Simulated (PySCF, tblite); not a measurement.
**C6H8NOSi radical: geometry, infrared bands and EPR parameters**

What infrared bands and EPR parameters should C6H8NOSi radical (`[H]/N=C\c1ccc([SiH2][CH2])o1`) show?

Programs: tblite 0.8.0 and PySCF 2.14.0, with density-fitted response routines of our own. Each step states its level of theory. These are calculated values for one molecule in the gas phase, unless marked as measured. Atoms are numbered from 0 throughout.

### Step 1. The molecule as given

17 atoms, charge 0, multiplicity 2; geometry from: force field or distance geometry start.

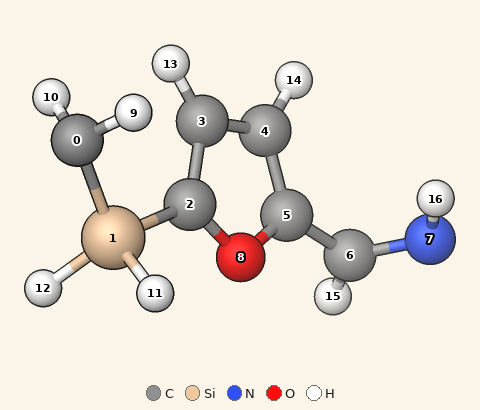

The starting geometry (carbon grey, silicon light orange, nitrogen blue, oxygen red, hydrogen white), atoms numbered.

### Step 2. Geometry optimisation with GFN2-xTB

What the job is given:

```
{"job": {"kind": "relax", "xc": "GFN2-xTB", "basis": "xTB"}, "charge": 0, "multiplicity": 2}
C     -3.439000     0.096100     0.058900
Si    -2.101600    -1.039200     0.666100
C     -0.470300    -0.374900     0.063100
C     -0.297600     0.596000    -0.931500
C      1.075600     0.734400    -1.001400
C      1.655800    -0.122200    -0.097000
C      3.079900    -0.321700     0.180800
N      3.677600     0.668700     0.813800
O      0.701300    -0.765000     0.521300
H     -3.287900     1.081000     0.543700
H     -3.314900     0.143300    -1.047200
H     -2.167700    -1.029100     2.157200
H     -2.324300    -2.423600     0.298400
H     -1.050900     1.111000    -1.503000
H      1.642200     1.406500    -1.662900
H      3.608800    -1.220800    -0.087300
H      3.006000     1.471300     1.017200
```

Started as:

```console
> OMP_NUM_THREADS=1 python probes_run.py task.json out
```

This one command runs all jobs of the session in turn.

The program printed:

```text
step      E/eV     max force
  0    -692.97687    4.060
  1    -693.31972    3.020
  2    -693.46906    1.112
  3    -693.56825    0.848
  4    -693.65815    0.626
  5    -693.69105    0.427
  6    -693.71996    0.371
  7    -693.74019    0.336
  8    -693.75243    0.370
  9    -693.76400    0.315
 10    -693.77755    0.311
 11    -693.79067    0.303
 12    -693.80251    0.269
 13    -693.81276    0.250
 14    -693.82205    0.297
 15    -693.83122    0.245
 16    -693.83950    0.236
 17    -693.84747    0.214
 18    -693.85633    0.199
 19    -693.86667    0.217
 20    -693.87747    0.261
 21    -693.88659    0.249
 22    -693.89432    0.205
 23    -693.90305    0.248
 24    -693.91410    0.285
 25    -693.92794    0.360
 26    -693.94171    0.335
 27    -693.95322    0.309
 28    -693.96098    0.346
 29    -693.97263    0.273
 30    -693.98387    0.287
 31    -693.99703    0.248
 32    -694.00614    0.244
 33    -694.01852    0.288
 34    -694.03027    0.483
 35    -694.04352    0.362
 36    -694.05488    0.234
 37    -694.06619    0.311
 38    -694.07233    0.252
 39    -694.08357    0.210
 40    -694.09079    0.174
 41    -694.09463    0.214
 42    -694.09789    0.289
 43    -694.10260    0.201
 44    -694.11082    0.149
 45    -694.11726    0.242
 46    -694.12360    0.248
 47    -694.12916    0.213
 48    -694.13413    0.146
 49    -694.13790    0.128
 50    -694.14122    0.186
 51    -694.14451    0.241
 52    -694.14349    0.521
 53    -694.15159    0.217
 54    -694.15364    0.123
 55    -694.15540    0.072
 56    -694.15625    0.076
 57    -694.15801    0.114
 58    -694.15952    0.138
 59    -694.16174    0.123
 60    -694.16392    0.100
 61    -694.16629    0.090
 62    -694.16811    0.087
 63    -694.16928    0.082
 64    -694.17012    0.087
 65    -694.17088    0.084
 66    -694.17188    0.083
 67    -694.17331    0.088
 68    -694.17485    0.063
 69    -694.17596    0.081
 70    -694.17659    0.071
 71    -694.17700    0.066
 72    -694.17755    0.055
 73    -694.17824    0.053
 74    -694.17877    0.056
 75    -694.17912    0.048
 76    -694.17939    0.045
 77    -694.17965    0.039
 78    -694.17985    0.030
 79    -694.17998    0.030
 80    -694.18008    0.022
 81    -694.18017    0.023
 82    -694.18028    0.030
 83    -694.18041    0.030
 84    -694.18056    0.037
 85    -694.18072    0.041
 86    -694.18087    0.034
 87    -694.18101    0.028
 88    -694.18113    0.026
 89    -694.18127    0.030
 90    -694.18142    0.033
 91    -694.18156    0.033
 92    -694.18167    0.024
 93    -694.18172    0.015
 94    -694.18175    0.014
 95    -694.18178    0.013
 96    -694.18182    0.018
 97    -694.18186    0.018
 98    -694.18191    0.016
 99    -694.18194    0.014
100    -694.18196    0.014
101    -694.18200    0.019
102    -694.18205    0.025
103    -694.18215    0.026
104    -694.18229    0.027
105    -694.18242    0.024
106    -694.18250    0.017
107    -694.18255    0.014
108    -694.18259    0.016
109    -694.18263    0.015
110    -694.18266    0.013
111    -694.18267    0.012
112    -694.18269    0.017
113    -694.18272    0.024
114    -694.18277    0.028
115    -694.18282    0.021
116    -694.18287    0.019
117    -694.18293    0.020
118    -694.18302    0.037
119    -694.18317    0.058
120    -694.18341    0.067
121    -694.18362    0.046
122    -694.18367    0.090
123    -694.18382    0.043
124    -694.18393    0.036
125    -694.18407    0.035
126    -694.18436    0.087
127    -694.18485    0.077
128    -694.18598    0.123
129    -694.18784    0.126
130    -694.17526    0.671
131    -694.18874    0.136
132    -694.18886    0.230
133    -694.18992    0.071
134    -694.19116    0.096
135    -694.19203    0.276
136    -694.19353    0.126
137    -694.19534    0.106
138    -694.19610    0.083
139    -694.19652    0.071
140    -694.19684    0.081
141    -694.19749    0.082
142    -694.19817    0.074
143    -694.19869    0.111
144    -694.19522    0.396
145    -694.19933    0.065
146    -694.19958    0.067
147    -694.20056    0.068
148    -694.20083    0.084
149    -694.20133    0.075
150    -694.20161    0.076
151    -694.20204    0.044
152    -694.20240    0.042
153    -694.20281    0.047
154    -694.20303    0.092
155    -694.20334    0.062
156    -694.20356    0.070
157    -694.20382    0.056
158    -694.20402    0.053
159    -694.20435    0.048
160    -694.20474    0.047
161    -694.20511    0.042
162    -694.20520    0.090
163    -694.20553    0.045
164    -694.20566    0.029
165    -694.20584    0.031
166    -694.20593    0.020
167    -694.20599    0.016
168    -694.20602    0.021
169    -694.20606    0.021
170    -694.20610    0.020
171    -694.20615    0.014
172    -694.20619    0.014
173    -694.20622    0.020
174    -694.20626    0.016
175    -694.20631    0.013
176    -694.20637    0.009
```

It took 4.7 s on 1 thread of Intel Xeon at 2.50GHz, shared host.

Step by step: (not every step is listed)

| step | energy from step 0 (eV) | largest force (eV/Å) |
| --- | --- | --- |
| 0 | 0.0000 | 4.0599 |
| 1 | -0.3428 | 3.0196 |
| 2 | -0.4922 | 1.1115 |
| 3 | -0.5914 | 0.8480 |
| 4 | -0.6813 | 0.6264 |
| 5 | -0.7142 | 0.4270 |
| 6 | -0.7431 | 0.3712 |
| 7 | -0.7633 | 0.3362 |
| 8 | -0.7756 | 0.3696 |
| 24 | -0.9372 | 0.2848 |
| 40 | -1.1139 | 0.1741 |
| 56 | -1.1794 | 0.0762 |
| 72 | -1.2007 | 0.0548 |
| 88 | -1.2043 | 0.0264 |
| 104 | -1.2054 | 0.0272 |
| 120 | -1.2065 | 0.0674 |
| 136 | -1.2167 | 0.1260 |
| 152 | -1.2255 | 0.0425 |
| 168 | -1.2292 | 0.0209 |
| 171 | -1.2293 | 0.0136 |
| 172 | -1.2293 | 0.0137 |
| 173 | -1.2294 | 0.0197 |
| 174 | -1.2294 | 0.0163 |
| 175 | -1.2294 | 0.0135 |
| 176 | -1.2295 | 0.0095 |

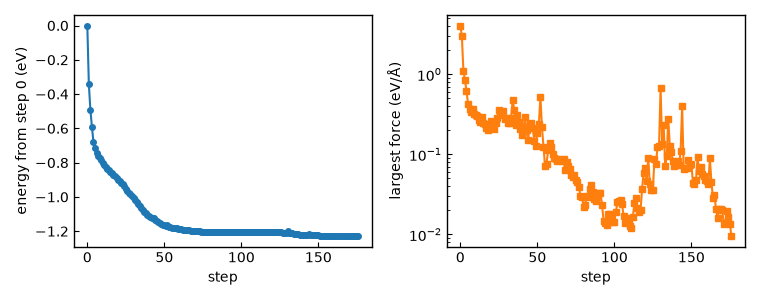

Energy and force, step by step.

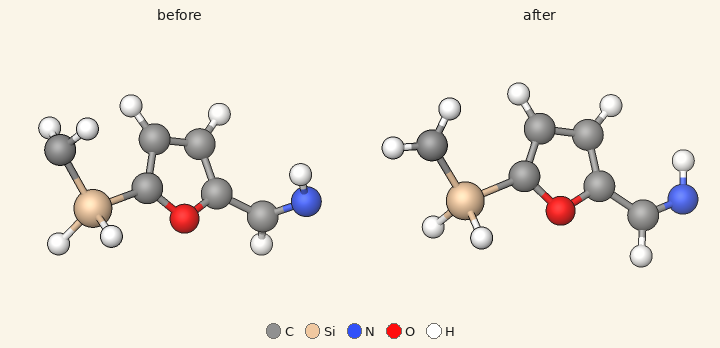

Before and after, at one scale.

Close pairs (by a distance rule), those that changed most:

```
  bond  before (Å)  after (Å)  change (Å)
 C6–N7       1.319      1.263      -0.056
 C5–O8       1.306      1.353      +0.047
N7–H16       1.066      1.020      -0.047
C0–H10       1.114      1.075      -0.039
 C0–H9       1.108      1.076      -0.032
 C2–O8       1.317      1.345      +0.028
C4–H14       1.100      1.072      -0.028
 C2–C3       1.401      1.375      -0.026
```

The next job starts from the end point, and lists it.

### Step 3. Vibrational analysis with GFN2-xTB

What the job is given:

```
{"job": {"kind": "ir", "xc": "GFN2-xTB", "basis": "xTB"}, "charge": 0, "multiplicity": 2}
C     -3.499734    -0.013671    -0.027361
Si    -2.102362    -1.117849     0.449004
C     -0.506314    -0.224955     0.014682
C     -0.205351     0.835501    -0.806794
C      1.183812     1.021159    -0.743252
C      1.661172     0.054966     0.118949
C      2.995813    -0.253575     0.576013
N      4.073669     0.336350     0.283257
O      0.626983    -0.692771     0.568833
H     -3.387011     1.039081    -0.217630
H     -4.510615    -0.375530    -0.089212
H     -2.068649    -1.399518     1.893427
H     -2.151596    -2.390611    -0.285409
H     -0.904136     1.405482    -1.384727
H      1.759123     1.763574    -1.260012
H      3.066134    -1.100179     1.254035
H      3.962064     1.124575    -0.353712
```

The program printed:

```text
mode    cm-1     km/mol
  1      20.6      0.18
  2      80.9      0.10
  3      91.8      0.98
  4     108.4      2.28
  5     163.6      0.64
  6     182.5      0.31
  7     234.3      2.89
  8     246.5      6.32
  9     411.0     11.10
 10     445.9     42.43
 11     517.7     13.61
 12     535.9     17.69
 13     548.1     93.58
 14     588.7     14.31
 15     628.9      4.42
 16     660.3    130.68
 17     695.4     11.96
 18     751.7    172.23
 19     779.8     21.21
 20     791.4    238.18
 21     813.6     10.05
 22     846.4     56.06
 23     847.8      9.33
 24     928.9     29.94
 25     981.9      2.85
 26    1051.2     26.36
 27    1065.6     43.68
 28    1143.1      8.57
 29    1163.8    135.21
 30    1199.7    123.72
 31    1238.6     20.12
 32    1342.8     70.97
 33    1372.9      6.44
 34    1387.3      1.59
 35    1447.2     29.02
 36    1541.4     52.52
 37    1682.0    335.79
 38    2165.8    311.22
 39    2200.7    182.59
 40    3010.4     30.05
 41    3098.8      1.88
 42    3141.4     25.78
 43    3166.6     13.08
 44    3180.7     20.41
 45    3318.8     23.61
```

It took 2.3 s on 1 thread of Intel Xeon at 2.50GHz, shared host.

Which atoms move in the most intense modes:

```
cm⁻¹  km/mol                                  atoms
 660   130.7  H12 30 %, H11 25 %, H10 18 %, H9 13 %
 752   172.2  H9 24 %, H12 23 %, H10 17 %, H11 17 %
 791   238.2                     H11 44 %, H12 42 %
1164   135.2           H15 32 %, H16 22 %, H13 11 %
1200   123.7                       C2 52 %, O8 23 %
1682   335.8                       C6 59 %, N7 38 %
2166   311.2                     H11 75 %, H12 21 %
2201   182.6                     H12 76 %, H11 22 %
```

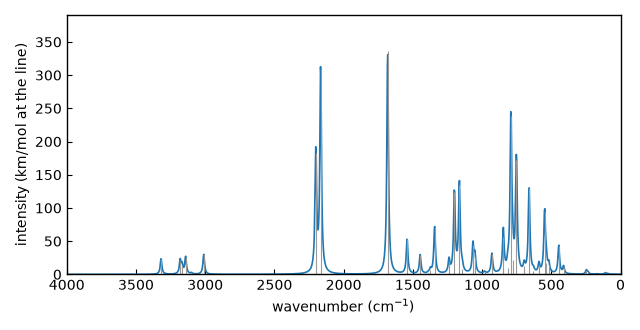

The infrared spectrum from these modes, unscaled. Lines are broadened to a width of 14 cm⁻¹ (Lorentzian).

### Step 4. EPR parameters: B3LYP/pcH-1

The job, as its differences from that of step 3:

```diff
@@ -1,2 +1,2 @@
-{"job": {"kind": "ir", "xc": "GFN2-xTB", "basis": "xTB"}, "charge": 0, "multiplicity": 2}
+{"job": {"kind": "epr", "basis": "pcH-1"}, "charge": 0, "multiplicity": 2}
 C     -3.499734    -0.013671    -0.027361
```

Method: UKS B3LYP, pcH-1 on C H N O Si, non-relativistic, mean-field spin-orbit, GIAO.

The program printed:

```text
UKS, coarse grid
  cycle   1  E = -652.77706793  |g| = 4.46e-01
  cycle   2  E = -652.67353066  |g| = 6.76e-01
  cycle   3  E = -652.85260060  |g| = 1.28e-01
  cycle   4  E = -652.85898096  |g| = 5.18e-02
  cycle   5  E = -652.86013324  |g| = 1.65e-02
  cycle   6  E = -652.86023442  |g| = 4.96e-03
  cycle   7  E = -652.86024279  |g| = 2.29e-03
  cycle   8  E = -652.86024484  |g| = 1.01e-03
  cycle   9  E = -652.86024672  |g| = 2.68e-04
UKS, final grid
  cycle   1  E = -652.86025872  |g| = 3.35e-04
  cycle   2  E = -652.86025866  |g| = 4.99e-04
  cycle   3  E = -652.86025878  |g| = 8.57e-05
  cycle   4  E = -652.86025878  |g| = 1.34e-05
E = -652.86025878 Eh   <S^2> = 0.7533 (exact 0.7500)
g shifts (ppm)      1          2          3
  rmc          -121       -121       -121
  gc              1         35         18
  oz_so          27        594        668
  total         -94        508        565
hyperfine (MHz)  atom isotope    a_iso     a_fc   dipolar eigenvalues
    0   13C      81.48      81.58    -77.05    -76.49    153.54
    1  29Si      49.76      49.84     -2.53      0.32      2.21
    2   13C       2.26       2.26     -0.85     -0.29      1.14
    3   13C       0.12       0.12     -0.66     -0.15      0.80
    4   13C      -0.01      -0.01     -0.17     -0.16      0.33
    5   13C       0.01       0.01     -0.16     -0.15      0.31
    6   13C       0.02       0.02     -0.09     -0.07      0.15
    7   14N       0.00       0.00     -0.03     -0.01      0.04
    8   17O       0.95       0.95     -0.30      0.08      0.22
    9    1H     -59.03     -59.04    -37.38     -0.74     38.13
   10    1H     -58.43     -58.44    -37.29     -0.95     38.24
   11    1H      85.79      85.79     -3.61     -1.45      5.07
   12    1H      42.88      42.88     -3.33     -2.28      5.61
   13    1H       0.35       0.35     -2.15     -2.03      4.18
   14    1H      -0.01      -0.01     -0.43     -0.41      0.84
   15    1H       0.02       0.02     -0.26     -0.25      0.52
   16    1H       0.01       0.01     -0.18     -0.18      0.36
```

Wall time 4.4 min (1 thread of Intel Xeon at 2.50GHz, shared host); peak memory 1.1 GiB.

Principal g values 2.00223, 2.00283, 2.00288; g(iso) = 2.00265, against 2.00232 for a free electron.

Mean a(iso) over the nuclei that a row names, and the largest dipolar term of the row (other rows stand at the frozen geometry):

```
  nuclei  isotope  a(iso) (MHz)  a(iso) (G, at g = 2.0023)  largest dipolar term (MHz)
      C0      13C          81.5                       29.1                       153.5
H11, H12       1H          64.3                       23.0                         5.6
 H9, H10       1H         -58.7                      -21.0                        38.2
     Si1     29Si          49.8                       17.8                        -2.5
      C2      13C           2.3                        0.8                         1.1
      O8      17O           0.9                        0.3                        -0.3
     H13       1H           0.4                        0.1                         4.2
      C3      13C           0.1                        0.0                         0.8
      C6      13C           0.0                        0.0                         0.2
     H15       1H           0.0                        0.0                         0.5
      C5      13C           0.0                        0.0                         0.3
     H14       1H           0.0                        0.0                         0.8
      C4      13C           0.0                        0.0                         0.3
     H16       1H           0.0                        0.0                         0.4
```

Mulliken spin populations:

C0 1.05; Si1 -0.04; C2 0.00; C3 0.00; C4 0.00; C5 0.00; C6 0.00; N7 0.00; O8 0.00; H9 -0.04; H10 -0.04; H11 0.05; H12 0.02; H13 0.00; H14 0.00; H15 0.00; H16 0.00

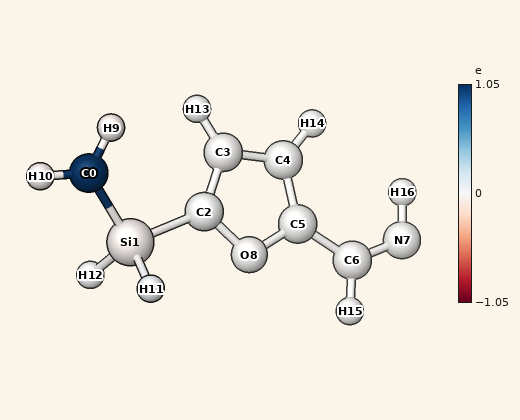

Mulliken spin populations, as colours on the atoms.

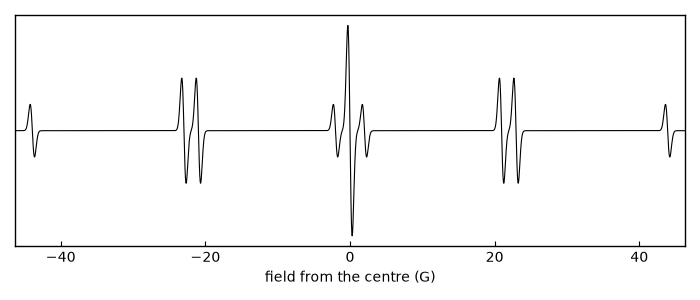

First-order isotropic spectrum (first derivative, main isotopes with spin only, couplings over 0.8 MHz, Gaussian width 0.3 G; couplings of the frozen geometry, rotation of groups not averaged beyond the rows shown).

Orbitals, density, ELF and potential are computed afterwards from the orbital file.

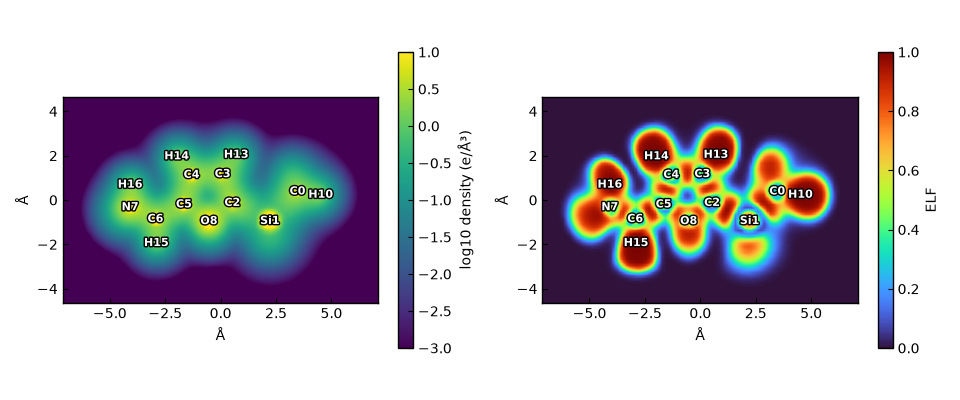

Density (left) and ELF (right) in a plane through or near 14 of the atoms.

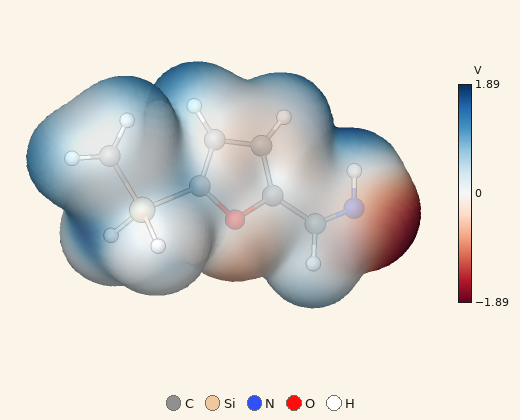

The potential that a unit positive charge feels on the 0.002 e/bohr³ surface, from the 1st to the 99th percentile, from -1.89 V near N7 to 1.44 V near H16.

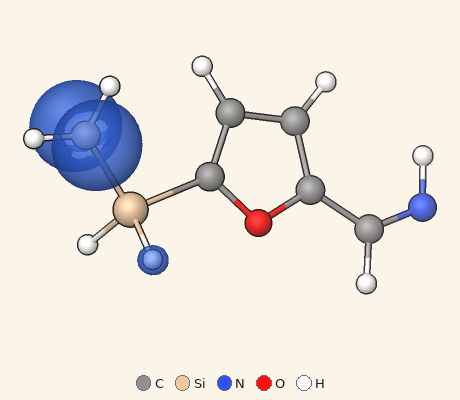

Spin density at ±0.04 e/Å³ (alpha excess blue, beta excess red).

### Step 5. Outcome

| quantity | value |
| --- | --- |
| strongest single infrared mode (GFN2-xTB) | 1682 cm⁻¹, 336 km/mol |
| zero-point energy (GFN2-xTB) | 74.1 kcal/mol |
| g(iso) (B3LYP) | 2.00265 |
| ⟨S²⟩ | 0.753 (exact 0.75) |
| largest a(iso) (averaged by class) | 13C on C0, 81.5 MHz |
| surface potential, 1st and 99th percentile | -1.89 V and 1.44 V |

**Reading.** Over 176 steps the energy fell by 1.230 eV; of the close pairs, C6–N7 changed most, 1.319 to 1.263 Å. All 45 modes are real, so the xTB geometry is a minimum. The strongest single mode, at 1682 cm⁻¹, moves mainly C6 and N7. Unscaled tight-binding wavenumbers are off by several per cent, some by more. Its intensities can rank the bands wrongly. Most of the unpaired spin sits on C0 (1.05 e). The isotropic g lies 0.3 ppt above the free-electron value.
